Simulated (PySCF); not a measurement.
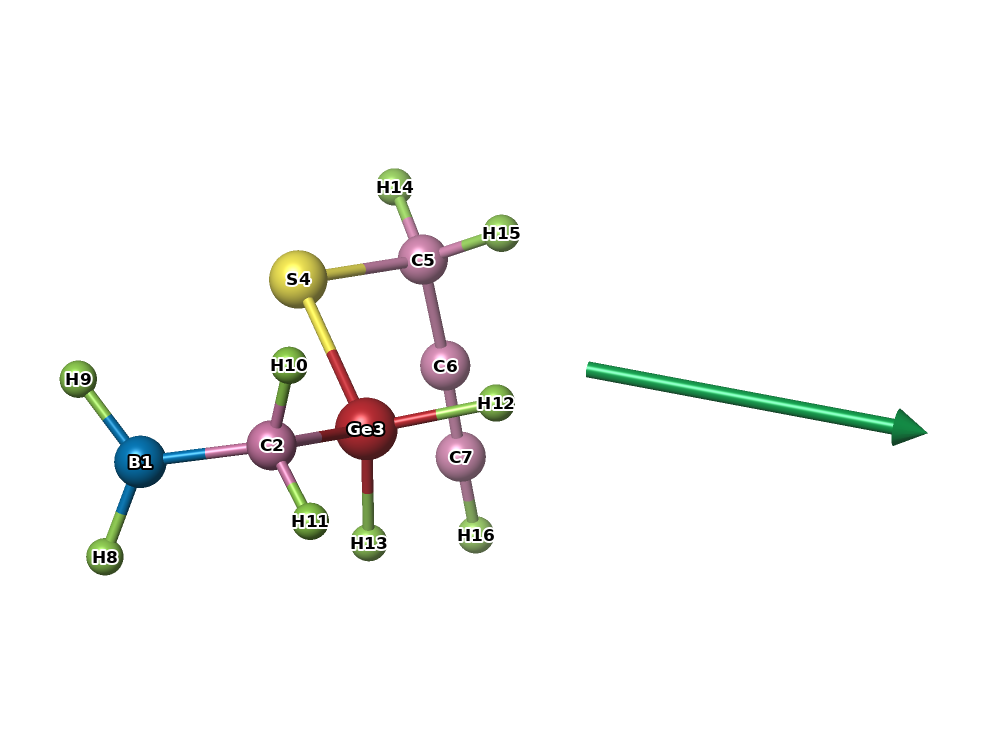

The arrow beside the molecule shows the direction of the dipole moment, from the negative to the positive end (its length means nothing). Computed geometry: GFN2-xTB optimisation. No frequency run is at hand to confirm it as a minimum. Properties computed with CAM-B3LYP/def2-SVPD, gas phase (PySCF 2.14.0).

Estimate the dipole moment.

Answer. 1.75 D; it points from the side of H9 to the side of H12 (the outermost atoms at the two ends).

The geometry is semi-empirical. Around B, Ge such bond lengths and angles can be off by a tenth of an ångström or more and by several degrees, and values that hang on the shape move with them.
